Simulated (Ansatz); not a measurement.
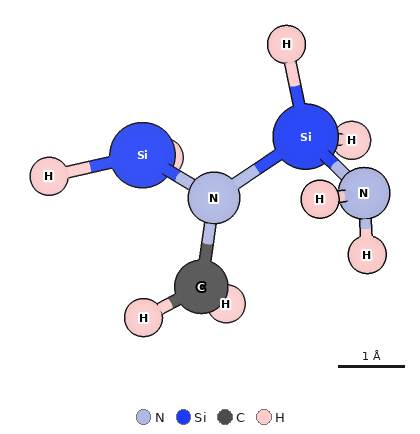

The structure as given in the input (ball-and-stick view, seen at a tilt).

**Run report: CH$_{8}$N$_{2}$Si$_{2}$, geometry relaxation (part 1 of 2)**

- system: CH$_{8}$N$_{2}$Si$_{2}$
- method: RKS PBE-D4/def2-SVP (Ansatz 0.2.0)

The geometry: force-field start.

Input:
```yaml
crystal:
  periodic: [false, false, false]
  atoms:
    - {symbol: N, position_ang: [-1.936600, -1.266700, 0.187700]}
    - {symbol: Si, position_ang: [-0.732200, -0.505000, 1.046300]}
    - {symbol: N, position_ang: [-0.078100, 0.438000, -0.179400]}
    - {symbol: C, position_ang: [0.666200, 0.020900, -1.361800]}
    - {symbol: Si, position_ang: [1.169500, 1.328400, 0.413100]}
    - {symbol: H, position_ang: [-1.540000, -1.701800, -0.594000]}
    - {symbol: H, position_ang: [-2.448300, -0.455800, -0.279100]}
    - {symbol: H, position_ang: [0.238100, -1.532100, 1.508700]}
    - {symbol: H, position_ang: [-1.301500, 0.360800, 2.152700]}
    - {symbol: H, position_ang: [0.730200, 0.758600, -2.113900]}
    - {symbol: H, position_ang: [1.426900, -0.672700, -1.267000]}
    - {symbol: H, position_ang: [1.490900, 2.573700, -0.318200]}
    - {symbol: H, position_ang: [2.335300, 0.619000, 0.819700]}
basis:
  gaussian: {orbitals: def2-SVP}
hamiltonian: {xc: pbe, dispersion: d4}
relax: {f_tol: 0.03, max_steps: 200}
```

Hardware: 4 threads of Arm Neoverse V1, 23 GiB of memory available, shared host.

Command:
```bash
ansatz run in.yaml --threads 4 --pin off --events-out ev --progress --plain --max-ram 10444MiB
```

The program's output:
```
Functional definition: PBE
  name "PBE"
  cite "Perdew, Burke & Ernzerhof, Phys. Rev. Lett. 77, 3865 (1996) doi:10.1103/PhysRevLett.77.3865"
  parent pbe
  parameter kappa = 0.804
  parameter beta = 0.06672455060314922
  exchange = pbe_x(kappa = kappa, mu = beta*pi^2/3)
  correlation = pbe_c(beta = beta)
1358 factors; their error is unknown
mean field evaluation 1: about -19858.1830 eV, gradient 9.2e1 eV
mean field evaluation 2: about -19682.3876 eV, gradient 2.3e2 eV
mean field evaluation 4: about -19876.2714 eV, gradient 2.6e1 eV
mean field evaluation 8: about -19878.7425 eV, gradient 8.4e-1 eV
mean field evaluation 16: about -19878.6430 eV, gradient 4.8e-4 eV
mean field -19878.64302582 eV, -730.5266569707 hartree, gradient 5.8e-5 eV, S^2 0.000000; 0 other end points of the search recorded, 0 dependent functions left out
the calculation of the forces begins
reference -19878.64306497 eV, -730.5266584093 hartree; 28, 28 occupied and 90, 90 virtual orbitals, 1358 factors
relax step   1: F+E_penalty+E_count = -19878.97782017 eV  Δ(F+E_penalty+E_count) = +0.000e0 eV  max|allowed force component| = 4.036e0 eV/Å  Δτ_max = 0.0000 Å  (30 SCF iters, accepted)
these checks for a lower state are left out or cut short: starts, cluster_reference, orbital_swaps, neighbouring_geometries, increment
1358 factors; their error is unknown
mean field -19879.93546896 eV, -730.5741533801 hartree, gradient 1.0e-5 eV, S^2 0.000000; 0 other end points of the search recorded, 0 dependent functions left out
[... from here on the field's lines of each further geometry are left out, up to the last ...]
relax step   2: F+E_penalty+E_count = -19880.25774840 eV  Δ(F+E_penalty+E_count) = -1.280e0 eV  max|allowed force component| = 1.769e0 eV/Å  Δτ_max = 0.1976 Å  (31 SCF iters, accepted)
relax step   3: F+E_penalty+E_count = -19880.81014898 eV  Δ(F+E_penalty+E_count) = -5.524e-1 eV  max|allowed force component| = 1.295e0 eV/Å  Δτ_max = 0.2000 Å  (36 SCF iters, accepted)
relax step   4: F+E_penalty+E_count = -19881.16565681 eV  Δ(F+E_penalty+E_count) = -3.555e-1 eV  max|allowed force component| = 2.451e0 eV/Å  Δτ_max = 0.1949 Å  (36 SCF iters, accepted)
relax step   5: F+E_penalty+E_count = -19881.42364062 eV  Δ(F+E_penalty+E_count) = -2.580e-1 eV  max|allowed force component| = 1.589e0 eV/Å  Δτ_max = 0.1948 Å  (30 SCF iters, accepted)
relax step   6: F+E_penalty+E_count = -19881.52681795 eV  Δ(F+E_penalty+E_count) = -1.032e-1 eV  max|allowed force component| = 6.064e-1 eV/Å  Δτ_max = 0.2000 Å  (37 SCF iters, accepted)
relax step   7: F+E_penalty+E_count = -19881.57414938 eV  Δ(F+E_penalty+E_count) = -4.733e-2 eV  max|allowed force component| = 2.990e-1 eV/Å  Δτ_max = 0.1999 Å  (28 SCF iters, accepted)
relax step   8: F+E_penalty+E_count = -19881.59088838 eV  Δ(F+E_penalty+E_count) = -1.674e-2 eV  max|allowed force component| = 1.826e-1 eV/Å  Δτ_max = 0.1182 Å  (30 SCF iters, accepted)
relax step   9: F+E_penalty+E_count = -19881.59420858 eV  Δ(F+E_penalty+E_count) = -3.320e-3 eV  max|allowed force component| = 6.437e-2 eV/Å  Δτ_max = 0.0306 Å  (31 SCF iters, accepted)
relax step  10: F+E_penalty+E_count = -19881.59646413 eV  Δ(F+E_penalty+E_count) = -2.256e-3 eV  max|allowed force component| = 3.334e-2 eV/Å  Δτ_max = 0.0510 Å  (29 SCF iters, accepted)
relax step  11: F+E_penalty+E_count = -19881.59812003 eV  Δ(F+E_penalty+E_count) = -1.656e-3 eV  max|allowed force component| = 4.750e-2 eV/Å  Δτ_max = 0.0872 Å  (30 SCF iters, accepted)
relax step  12: F+E_penalty+E_count = -19881.59860725 eV  Δ(F+E_penalty+E_count) = -4.872e-4 eV  max|allowed force component| = 3.611e-2 eV/Å  Δτ_max = 0.0194 Å  (30 SCF iters, accepted)
the calculation of the forces begins
reference -19881.29902504 eV, -730.6242631419 hartree; 28, 28 occupied and 90, 90 virtual orbitals, 1358 factors
relax step  13: F+E_penalty+E_count = -19881.59906044 eV  Δ(F+E_penalty+E_count) = -4.532e-4 eV  max|allowed force component| = 1.946e-2 eV/Å  Δτ_max = 0.0319 Å  (29 SCF iters, accepted)
1358 factors; their error is unknown
mean field evaluation 128: about -19881.2990 eV, gradient 2.4e-5 eV
```

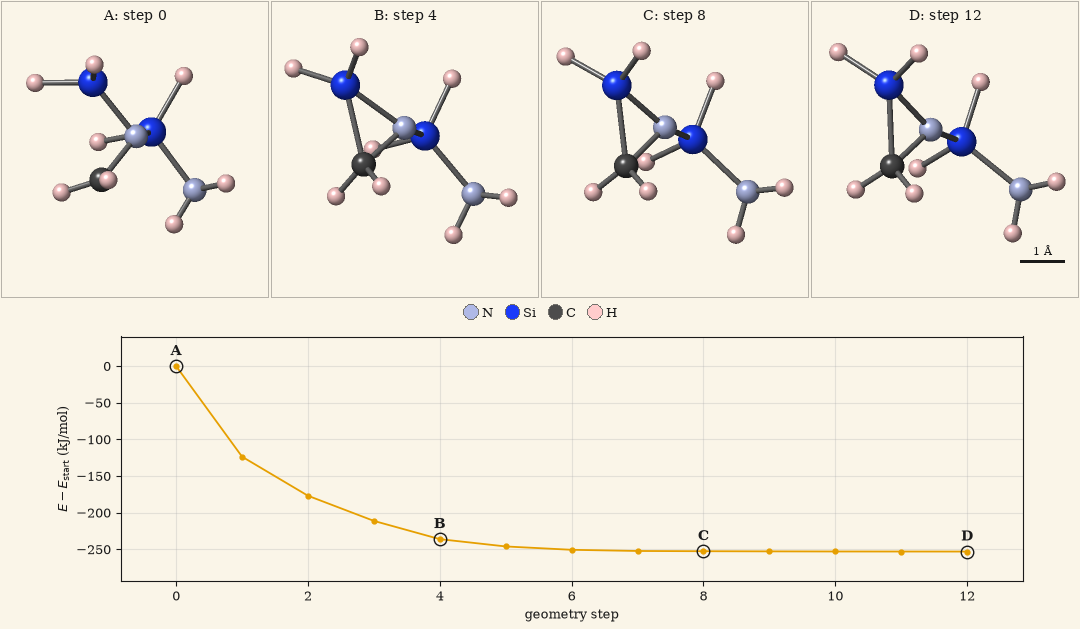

Frames of the relaxation (ball-and-stick view, seen at a tilt) above the curves, on which the letters mark them (the first geometry is step 0 here and step 1 in the log).

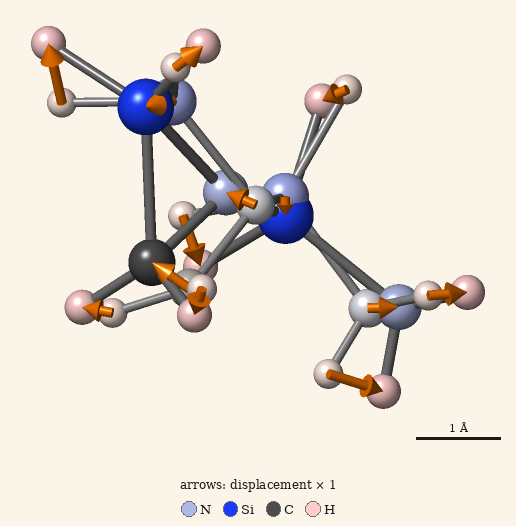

Start (faint) and end (solid) with the displacements as orange arrows, at true length (ball-and-stick view, seen at a tilt). The two geometries are laid on each other by the best rigid fit. The energy falls by 252.9 kJ/mol in 12 geometry steps. The largest force component goes from 4 to 0.019 eV/Å. The largest move after the best rigid fit is that of H13, 0.86 Å. Largest moves by element: H 0.86 Å, Si 0.60 Å, C 0.55 Å, N 0.40 Å. Among the contacts that change: C4–Si5 2.261 → 1.865 Å, N3–Si5 1.643 → 1.739 Å, C4–H11 1.034 → 1.112 Å, N1–Si2 1.664 → 1.739 Å. Among the angles that change: Si2–N3–Si5 109.7° → 148.3°, C4–N3–Si5 93.4° → 70.2°, N1–Si2–N3 99.3° → 116.8°. (Atoms are counted from 1 in the order of the input.)

```
mean field -19881.29898173 eV, -730.6242615501 hartree, gradient 2.2e-5 eV, S^2 0.000000; 1 other end points of the search recorded, 0 dependent functions left out
the calculation of the forces begins
reference -19881.29902504 eV, -730.6242631419 hartree; 28, 28 occupied and 90, 90 virtual orbitals, 1358 factors
Total energy: -19881.59910376 eV, -730.6352908313 hartree
Atom 0 at    -2.277482    -1.136451     0.152627 Å, force    -0.014550     0.002275    -0.016918 eV/Å
Atom 1 at    -0.777662    -0.685825     0.909611 Å, force     0.012360     0.001642     0.019463 eV/Å
Atom 2 at     0.269049     0.385807     0.009019 Å, force     0.007281     0.002779    -0.008273 eV/Å
Atom 3 at     1.155852     0.161098    -1.162725 Å, force     0.007177    -0.008938    -0.004639 eV/Å
Atom 4 at     1.568683     1.540874     0.022494 Å, force    -0.000419    -0.002452     0.001406 eV/Å
Atom 5 at    -2.278955    -1.916732    -0.508806 Å, force     0.004717     0.008269     0.007602 eV/Å
Atom 6 at    -2.923475    -0.406494    -0.160326 Å, force     0.006717    -0.008423     0.005580 eV/Å
Atom 7 at    -0.088360    -2.002805     1.172353 Å, force    -0.005723     0.001674    -0.005410 eV/Å
Atom 8 at    -1.060785     0.066933     2.179244 Å, force    -0.002885    -0.005510    -0.006049 eV/Å
Atom 9 at     0.714019     0.374313    -2.157882 Å, force    -0.000721     0.001276     0.006445 eV/Å
Atom 10 at     1.770741    -0.765232    -1.160942 Å, force    -0.010106     0.011558     0.005392 eV/Å
Atom 11 at     1.249558     2.974974    -0.273393 Å, force     0.004058    -0.012264     0.003051 eV/Å
Atom 12 at     2.699219     1.374838     0.993526 Å, force    -0.007904     0.008114    -0.007648 eV/Å
Dipole moment:    -0.001054     0.072391    -0.293013 e Å
```

Trajectory as extended XYZ (Å, eV, eV/Å), 13 frames, from step=1 to step=13:
```
13
Properties=species:S:1:pos:R:3:forces:R:3 step=1 energy=-19878.97782
N    -1.9366   -1.2667    0.1877   -4.0361   0.5789   0.0309
Si   -0.7322   -0.5050    1.0463   -0.0890  -0.6247   2.0259
N    -0.0781    0.4380   -0.1794   -1.5787  -0.4962  -3.0126
C     0.6662    0.0209   -1.3618   -1.5980   2.3146   3.0877
Si    1.1695    1.3284    0.4131    2.4282   2.7891  -0.2294
H    -1.5400   -1.7018   -0.5940    0.8896  -1.5581  -1.8035
H    -2.4483   -0.4558   -0.2791    0.1907  -1.0865   0.6880
H     0.2381   -1.5321    1.5087    0.2425  -0.2080   0.3975
H    -1.3015    0.3608    2.1527    0.3094  -0.0503  -0.2161
H     0.7302    0.7586   -2.1139   -0.0961   1.0542  -1.5075
H     1.4269   -0.6727   -1.2670    1.8737  -2.3326   0.1467
H     1.4909    2.5737   -0.3182    0.0376   0.4310  -0.0878
H     2.3353    0.6190    0.8197    1.4263  -0.8113   0.4800
13
Properties=species:S:1:pos:R:3:forces:R:3 step=2 energy=-19880.25775
N    -2.0491   -1.3306    0.1975   -1.2861   0.1078  -0.5465
Si   -0.7744   -0.5255    1.0027    0.0364  -0.3486   0.9866
N    -0.0565    0.5097   -0.1745   -1.0754  -0.5698  -1.4232
C     0.7442    0.1260   -1.3023    0.5164   1.2536   1.7692
Si    1.2737    1.3966    0.4001    1.6947   1.1256  -0.5880
H    -1.6719   -1.8490   -0.5951    0.0622  -0.5397  -0.2153
H    -2.5903   -0.5683   -0.2665   -0.0819  -0.4738   0.2974
H     0.2044   -1.5343    1.5454   -0.0089  -0.0758  -0.0050
H    -1.2698    0.3544    2.1195    0.0531   0.0025  -0.1326
H     0.7528    0.8018   -2.1663   -0.1542  -0.0843  -0.2466
H     1.4284   -0.7360   -1.2547   -0.1392  -0.2849  -0.1287
H     1.5587    2.6828   -0.3027   -0.0308   0.1208   0.0579
H     2.4702    0.6378    0.8117    0.4139  -0.2334   0.1747
13
Properties=species:S:1:pos:R:3:forces:R:3 step=3 energy=-19880.81015
N    -2.1198   -1.3226    0.1862   -0.2244  -0.1459  -0.4966
Si   -0.7901   -0.5310    0.9757   -0.3378  -0.0703   0.4310
N    -0.0537    0.5772   -0.1577   -1.2954  -0.1210   0.6736
C     0.8239    0.2350   -1.1860    1.1709   0.6834  -0.2622
Si    1.3734    1.4399    0.3369    1.0598   0.4164  -0.7814
H    -1.7757   -1.9978   -0.5111   -0.1577  -0.1427   0.1166
H    -2.7003   -0.6506   -0.3506    0.0951  -0.2262   0.3254
H     0.1950   -1.5709    1.4756   -0.1611  -0.0006  -0.1355
H    -1.2673    0.3154    2.1230    0.0481  -0.0065  -0.0687
H     0.7291    0.7711   -2.1412   -0.1046  -0.0637  -0.2212
H     1.4147   -0.6923   -1.1782   -0.1210  -0.4202  -0.0851
H     1.6390    2.7497   -0.3320   -0.0734   0.0749   0.2023
H     2.5524    0.6422    0.7741    0.1014   0.0225   0.3019
```
